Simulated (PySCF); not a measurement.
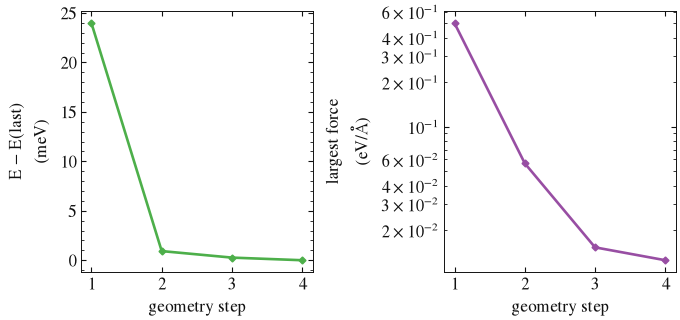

History of a geometry optimisation.

System: cyclohexene (SMILES C1=CCCCC1).
Method: PBE0-D3(BJ)/def2-SVP, geometry optimisation in PySCF 2.14.0, density fitting.

Question: How did the optimisation end?

Answer: The optimisation met its thresholds at geometry 4, counting the start as the first. The energy fell by about 24 meV from the first step to the last. The largest force goes from about 0.5 eV/Å at the start to 0.012 eV/Å at the end.
